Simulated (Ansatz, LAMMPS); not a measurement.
# Structural relaxation of glassy 70P2O5-10Al2O3-20CaO (mol %) (58 atoms), part 3 of 3

Aim: bring glassy 70P2O5-10Al2O3-20CaO (mol %) (58 atoms) to a nearby minimum of the energy and see what moves.

Ansatz 0.2.0; Kohn-Sham DFT, PBE, PAW (set soft_2), plane waves.

The cell: 14 P, 2 Al, 2 Ca and 40 O. The quench rate of 5 K/ps is many orders above laboratory rates. The network of bonds at the start is that of the classical potential that made the cell. Sampling is at Γ alone, for a cell whose shortest periodic width is 9 Å.

So far, density (g/cm³): step 5 (local order after relaxation) 2.48.

## Step 6: Single point at the relaxed geometry

The electronic structure is read at the final geometry, in a run of its own.

Input file input.yaml:

```yaml
crystal:
  lattice:
    - [9.31379, 0.0, 0.0]
    - [0.0, 9.31379, 0.0]
    - [0.0, 0.0, 9.31379]
  atoms:
    - { symbol: P, position: [0.09728, 0.76913, 0.56075] }
    - { symbol: P, position: [0.06589, 0.16495, 0.14929] }
    - { symbol: P, position: [0.76445, 0.20812, 0.03262] }
    - { symbol: P, position: [0.54345, 0.81255, 0.73692] }
    - { symbol: P, position: [0.68425, 0.88733, 0.01129] }
    - { symbol: P, position: [0.78768, 0.84417, 0.49706] }
    - { symbol: P, position: [0.30657, 0.8187, 0.32549] }
    - { symbol: P, position: [0.31695, 0.18501, 0.94546] }
    - { symbol: P, position: [0.14046, 0.36957, 0.39529] }
    - { symbol: P, position: [0.61735, 0.33114, 0.29396] }
    - { symbol: P, position: [0.76453, 0.15857, 0.72029] }
    - { symbol: P, position: [0.88036, 0.64309, 0.03065] }
    - { symbol: P, position: [0.17982, 0.72445, 0.04056] }
    - { symbol: P, position: [0.83345, 0.3881, 0.51543] }
    - { symbol: Al, position: [0.61162, 0.67051, 0.25743] }
    - { symbol: Al, position: [0.23362, 0.93723, 0.77875] }
    - { symbol: Ca, position: [0.31052, 0.5112, 0.77798] }
    - { symbol: Ca, position: [0.40002, 0.13399, 0.53454] }
    - { symbol: O, position: [0.77297, 0.60179, 0.14552] }
    - { symbol: O, position: [0.04396, 0.0099, 0.1454] }
    - { symbol: O, position: [0.43248, 0.71616, 0.3427] }
    - { symbol: O, position: [0.98744, 0.43247, 0.46288] }
    - { symbol: O, position: [0.56957, 0.48519, 0.29001] }
    - { symbol: O, position: [0.82268, 0.80443, 0.9716] }
    - { symbol: O, position: [0.02456, 0.69988, 0.11058] }
    - { symbol: O, position: [0.61689, 0.15821, 0.65722] }
    - { symbol: O, position: [0.59278, 0.81853, 0.12434] }
    - { symbol: O, position: [0.51206, 0.22418, 0.3444] }
    - { symbol: O, position: [0.67017, 0.82476, 0.6292] }
    - { symbol: O, position: [0.19904, 0.4771, 0.29658] }
    - { symbol: O, position: [0.07689, 0.2279, 0.3061] }
    - { symbol: O, position: [0.77027, 0.31036, 0.37119] }
    - { symbol: O, position: [0.72741, 0.74872, 0.38182] }
    - { symbol: O, position: [0.15816, 0.76162, 0.40026] }
    - { symbol: O, position: [0.17981, 0.24117, 0.05261] }
    - { symbol: O, position: [0.73724, 0.25766, 0.87855] }
    - { symbol: O, position: [0.81604, 0.99574, 0.46578] }
    - { symbol: O, position: [0.917, 0.24573, 0.08564] }
    - { symbol: O, position: [0.73838, 0.50074, 0.56931] }
    - { symbol: O, position: [0.22489, 0.30946, 0.52093] }
    - { symbol: O, position: [0.33134, 0.96936, 0.37208] }
    - { symbol: O, position: [0.86888, 0.26372, 0.62853] }
    - { symbol: O, position: [0.25394, 0.58971, 0.99868] }
    - { symbol: O, position: [0.91207, 0.55013, 0.90753] }
    - { symbol: O, position: [0.26061, 0.8117, 0.1613] }
    - { symbol: O, position: [0.23476, 0.12132, 0.80951] }
    - { symbol: O, position: [0.40007, 0.07331, 0.02267] }
    - { symbol: O, position: [0.16638, 0.83126, 0.91561] }
    - { symbol: O, position: [0.9275, 0.75337, 0.55103] }
    - { symbol: O, position: [0.59795, 0.91116, 0.87067] }
    - { symbol: O, position: [0.85059, 0.03682, 0.77355] }
    - { symbol: O, position: [0.50867, 0.66337, 0.78126] }
    - { symbol: O, position: [0.65785, 0.29451, 0.12615] }
    - { symbol: O, position: [0.73178, 0.04363, 0.0629] }
    - { symbol: O, position: [0.12952, 0.91917, 0.62149] }
    - { symbol: O, position: [0.41036, 0.90201, 0.69127] }
    - { symbol: O, position: [0.38564, 0.32286, 0.89622] }
    - { symbol: O, position: [0.15813, 0.64789, 0.64614] }
kpoints:
  mp_grid: { grid: [1, 1, 1] }
hamiltonian:
  xc: pbe
scf:
  occupations: { method: fermi_dirac, width: 0.05 }
output:
  forces: true
  stress: true
  populations: intrinsic
  dos:
    method: { smearing: { sigma: 0.08 } }
    de: 0.1
    projected: { site_lists: { Al: [Al], Ca: [Ca], O: [O], P: [P] } }
  eigenvalues: true
  write_density: true
  write_potential: true
  volumetric_format: npy
  elf: true
```

Launch:

```
> ansatz run input.yaml --threads 4 --pin off --max-ram 8192MiB --backend cpu --events-out ev --progress --plain --runs-dir out
```

Numbers of over 12 decimals in the logs are rounded to 6 here.

The log of the run:

```text
[...]
Crystal: 58 atoms, lattice volume = 807.940 Å³
Basis set: ecut = 420 eV, 15791 PW (Γ), exchange–correlation on 128×128×128 points (8 copies of the dense FFT grid, shifted against one another)
Bands: 226, of which v1, the nominal top of the filled ones, is band 168 counted from 1 (167 counted from 0)
Symmetry: 1 space group operations
[...]
k-points: 1
[...]
SCF iter   1: F=—  HF=-38013.745763 eV  |F-HF|=—  |Δ(HF+E_count)|=         —  Δρ=2.83e-3  dr2=6.94e-2  ethr=1.77e-3  ⟨swp⟩=8.0  Hψ=1256  notcnv=0  defer=35
[...]
SCF iter   9: F=-38013.752027 eV  HF=-38013.752027 eV  |F-HF|=1.86e-8  |Δ(HF+E_count)|=   1.20e-8  Δρ=2.04e-6  dr2=3.31e-8  ethr=2.98e-11  ⟨swp⟩=30.0  Hψ=2333  notcnv=0
SCF 1 converged in 9 iterations: F = -38013.752027 eV  dr2 = 3.31e-8
[...]
SCF converged after 9 iterations
Free energy (F): -38013.752027 eV
[...]
Internal energy: -38013.752027 eV  (E = F + TS)
E sigma→0 (E₀):  -38013.752027 eV
Fermi energy:    4.817556 eV
[...]
--- Forces (eV/Å), atoms counted from 1 ---
  atom   1  P      0.00073849     0.00765404    -0.00264326
  atom   2  P     -0.00187108     0.00745169     0.00411525
  atom   3  P      0.00011218     0.01227815     0.00624720
  atom   4  P     -0.01040774     0.01173144     0.00322900
  atom   5  P      0.00361121     0.00457924     0.00369959
  atom   6  P     -0.00511320     0.00108669     0.00301436
  atom   7  P     -0.00456527    -0.00180857    -0.00506887
  atom   8  P     -0.00055092     0.00586860     0.00406174
  atom   9  P     -0.00217159     0.00250432    -0.00653414
  atom  10  P      0.00672387     0.01265287    -0.00439588
  atom  11  P     -0.01423332     0.01062290     0.00014642
  atom  12  P      0.01139574    -0.00485950    -0.01570688
  atom  13  P     -0.00750686    -0.00425782     0.00297453
  atom  14  P     -0.01535512     0.01230149    -0.00010047
[...]
atom  57  O      0.00178742    -0.00950663     0.00283665
  atom  58  O     -0.00422902    -0.00825637     0.00417561
  max |Σ_I F_I| component: 3.70e-5 eV/Å
--- Stress (GPa, compression-positive) ---
       -1.649246       0.147562       1.128563
        0.147556       2.552385      -0.204893
        1.128560      -0.204892       0.339223
  P = ⅓ Tr σ = 0.4141 GPa (4.141 kbar)
--- Band table (eV) ---
[...]
--- intrinsic populations: 58 sites ---
  site symbol       q [e]
     0      P      2.8187
     1      P      2.8563
     2      P      2.7596
[...]
57      O      7.0410
  spilling = 0.000000 (of n_electrons = 336.000000)
```

The job ended after 6.1 s (4 threads of Arm Neoverse V2, shared host; peak memory 0.89 GiB; 22 s of CPU time).

The run gave:

* free energy: -38013.7520 eV
* free energy per atom: -655.4095 eV/atom
* SCF cycles: 9
* pressure: 0.4141 GPa
* r.m.s. force component: 0.00591 eV/Å
* longest force: 0.02116 eV/Å
* Fermi energy: 4.818 eV
* gap (highest filled to lowest empty level): 4.425 eV

Intrinsic-atomic-orbital charges by element and coordination:

```tsv
element	coordination	atoms	mean charge (e)	spread	least	most
Al	all	2	1.36	0.0072	1.35	1.36
Al	4	1	1.35	0	1.35	1.35
Al	5	1	1.36	0	1.36	1.36
Ca	all	2	1.77	0.0052	1.76	1.77
Ca	4	1	1.77	0	1.77	1.77
Ca	5	1	1.76	0	1.76	1.76
O	all	40	-0.911	0.0743	-1.09	-0.817
O	1	7	-0.929	0.0214	-0.967	-0.904
O	2	32	-0.907	0.0818	-1.09	-0.817
O	3	1	-0.939	0	-0.939	-0.939
P	all	14	2.16	0.0459	2.09	2.24
```

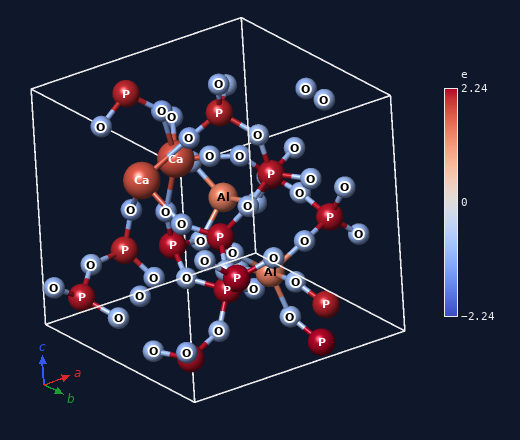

Atoms coloured by intrinsic-atomic-orbital charge. Bonds to atoms that aren't drawn are left out. Some periodic images of atoms are drawn too.

States in the cell by windows of 1 eV, zero at the Fermi level; the larger projections on atomic orbitals stand beside the total:

```tsv
from (eV)	to (eV)	total	O p	P p	O s
-10	-9	8.7	6.1	1.2	0.6
-9	-8	10.6	7.4	1.2	1.2
-8	-7	24.3	18.4	2.4	2.4
-7	-6	33.2	27.3	2.3	2.2
-6	-5	33.8	30.3	1.2	1.1
-5	-4	34.5	31.7	1.1	0.8
-4	-3	37.3	34.9	1.1	0.3
-3	-2	22.8	21.6	0.5	0.1
-2	2	0.0	0.0	0.0	0.0
2	3	2.0	0.2	0.1	0.4
3	4	8.0	1.1	1.8	1.3
4	5	26.0	2.7	4.7	2.0
```

The curve was stored every 0.100 eV, coarse against its broadening of 0.08 eV, so these counts are rough.

Between -26 and -10 eV lie 127 more states.

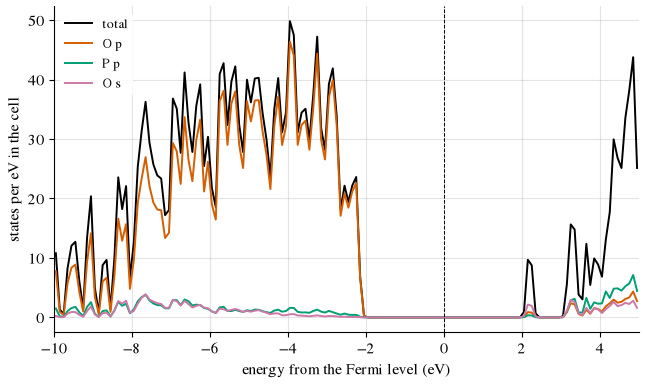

Total and projected density of states, with the broadening of the input.

The levels nearest the highest filled one (over half full), pooled over k-points and spins:

```tsv
level less the highest filled one (eV)	occupation
-0.472	2
-0.337	2
-0.268	2
-0.152	2
-0.0611	2
0	2
4.42	0
5.46	0
5.58	0
5.89	0
6.12	0
6.36	0
```

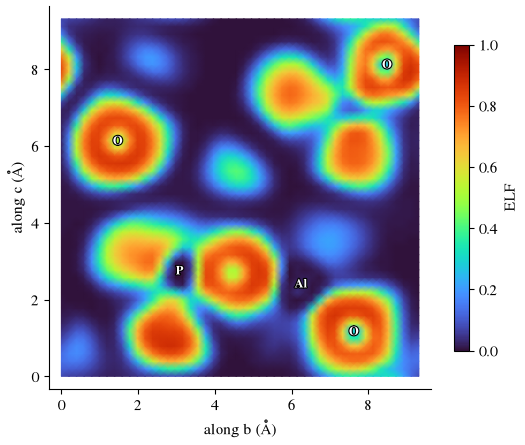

ELF in the bc plane at fractional x = 0.598, with atoms of P and Al and O within 0.2 Å of it. It is the smooth field of the valence electrons, not physical close to the nuclei.

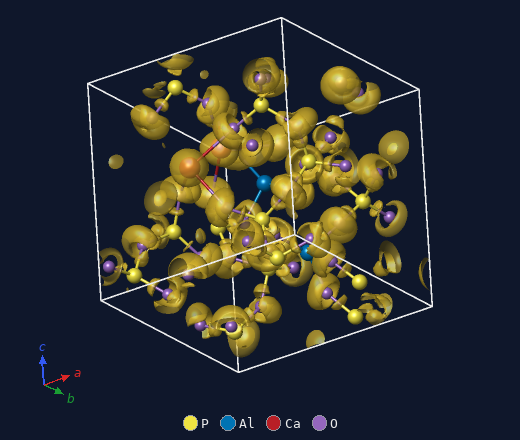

Surface of ELF = 0.81. Bonds to atoms that aren't drawn are left out.

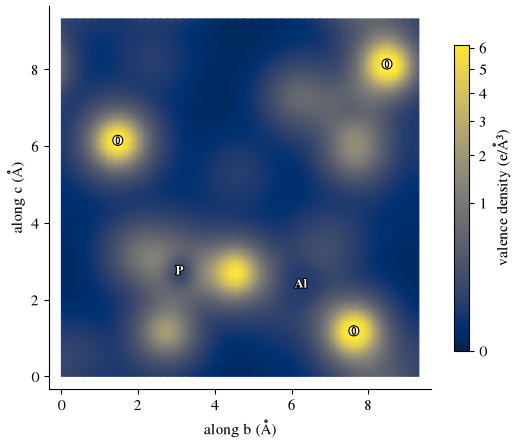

Valence density in the bc plane at fractional x = 0.598, with atoms of P and Al and O within 0.2 Å of it. It is the smooth field of the valence electrons, not physical close to the nuclei. The colour scale is stretched toward low values.

Mean intrinsic-atomic-orbital charges: Al +1.36, Ca +1.77, O -0.91, P +2.16 e.

A closer look about O56, which has 3 bonded neighbours where the commonest count for O is 2: 12 atoms, nearest first, numbered in the order of the input, with positions taken from that point.

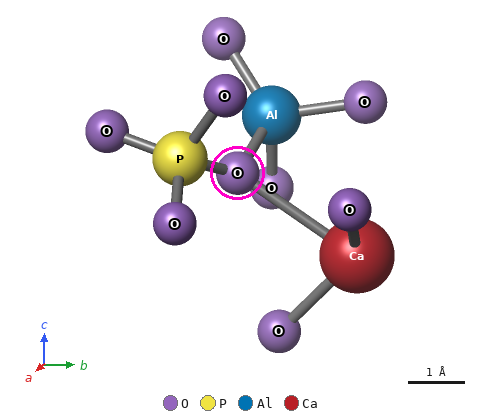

The atoms of the table, within 3.2 Å (arrows a, b, c point along x, y, z); some may hide others; the central atom is ringed.

```tsv
atom	x	y	z	distance (Å)	bonds	intrinsic-atomic-orbital charge (e)
O56	0.00	0.00	0.00	0.00	3	-0.94
P4	1.24	-0.83	0.43	1.55	4	2.17
Al16	-1.65	0.33	0.81	1.87	4	1.35
O50	1.75	0.09	1.67	2.42	2	-0.84
O52	0.92	-2.22	0.84	2.55	2	-1.00
O29	2.42	-0.72	-0.58	2.59	2	-0.86
Ca18	-0.10	2.16	-1.46	2.61	5	1.76
O55	-2.62	0.16	-0.65	2.70	2	-0.91
O46	-1.64	2.04	1.10	2.84	2	-0.95
O26	1.92	2.39	-0.32	3.08	2	-1.04
O41	-0.74	0.63	-2.97	3.13	2	-1.04
O48	-2.27	-0.66	2.09	3.16	2	-0.90
```

The column of bonds counts only the pairs O-P within 2.11 Å, O-Al within 2.33 Å, O-Ca within 2.83 Å; other neighbours, such as metal atoms beside each other in a compound, aren't counted, and periodic images can show an atom twice.

## Step 7: Outcome

```yaml
energy_change_in_the_relaxation: -133.2 meV/atom
r_m_s_displacement: 0.562 Å
largest_displacement: 1.145 Å
free_energy_per_atom: -655.4095 eV/atom
pressure: 0.4141 GPa
r_m_s_force_component: 0.00591 eV/Å
spacing_of_highest_filled_and_lowest_empty_level: 4.425 eV
wall_time_of_the_3_dft_runs: 81 s
```

In words: Relaxation lowers the energy by 133 meV/atom and moves atoms by 0.56 Å r.m.s.; the r.m.s. force component goes from 1.5 to 0.0059 eV/Å, the pressure goes from 4.3 to 0.41 GPa, and the gap from 2.13 to 4.42 eV. By the final cutoffs 1 of 74 bonded pairs parted and 1 joined. From the first step to the last the energy fell by 7.723 eV, and the largest move was 1.14 Å (O19). The O-Ca bonds change most in mean length: from 2.451 Å (spread 0.147) to 2.305 Å (spread 0.117), and their number from 10 to 9. With the cutoffs above, 50 % of Al atoms have 4 and as many 5, 50 % of Ca atoms have 4 and as many 5, 80 % of O atoms have 2 and all P atoms have 4 bonded neighbours. 62 % of the oxygens bridge two formers (P and Al) and 38 % are non-bridging. Between filled and empty levels lie 4.42 eV (at Γ alone); a semilocal functional tends to put such gaps too low. In a disordered cell it changes from sample to sample, and tail or defect levels can set it.

Caveats: The network of bonds at the start is that of the classical potential that made the cell; in DFT 1 of its 74 bonded pairs passed out of the cutoffs and 1 came within them. The stress is far from hydrostatic: its diagonal is -1.6, 2.6, 0.3 GPa, compression counted positive.

[Logs are printed without paths, hosts, clocks, repeated set-up lines and the standing remarks that a program may print on its own settings, such as how far it seeks lower states.]

[Hosts, paths, dates, database ids (printed as entryN), source tags and the programs' standing remarks are cut or masked in the printed files.]
